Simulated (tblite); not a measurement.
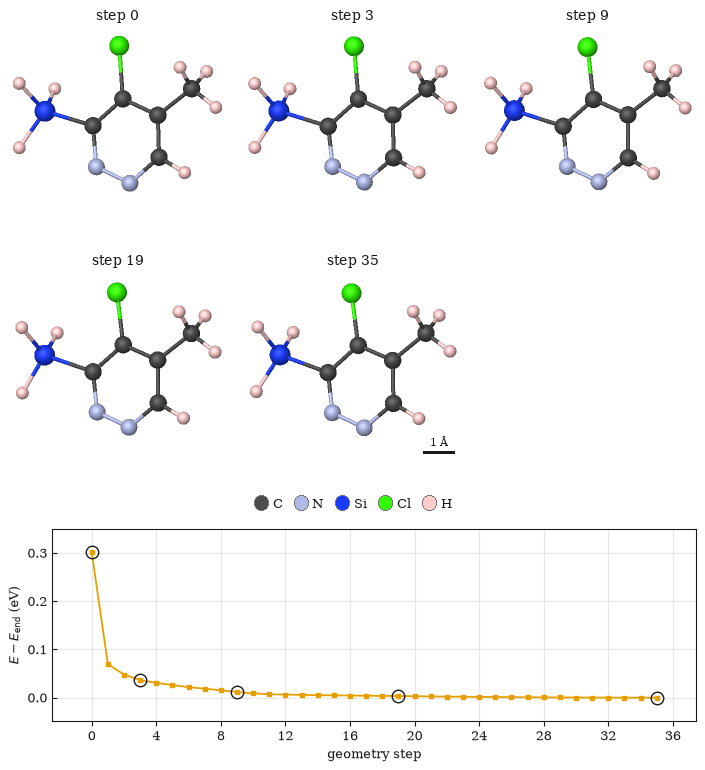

Frames of a relaxation of C5H7ClN2Si, marked on the history of the run. Style: ball-and-stick. Shown at a tilt.

Theory: GFN2-xTB geometry optimisation, gas phase (tblite 0.8.0). 

> What happens along the run?

The energy falls by 0.302 eV in 35 geometry steps. The atom that moves furthest after the best rigid fit is an H atom (0.14 Å). Largest moves by element: H 0.14 Å, Cl 0.12 Å, C 0.06 Å, N 0.05 Å, Si 0.04 Å. Among the contacts that change: Cl–Si 3.412 → 3.259 Å, N–N 1.366 → 1.298 Å, C–Si 1.858 → 1.895 Å, H–Si 1.490 → 1.455 Å. Bond angles that change, for instance: C–Si–H 112.6° → 107.0°, H–Si–H 107.4° → 112.4°, N–C–Si 112.5° → 117.1°. From step 0 to 3: an N atom moves most (0.05 Å), energy −0.266 eV. From step 3 to 9: an H atom moves most (0.06 Å), energy −0.025 eV. From step 9 to 19: an H atom moves most (0.04 Å), energy −0.008 eV. From step 19 to 35: an H atom moves most (0.06 Å), energy −0.003 eV.
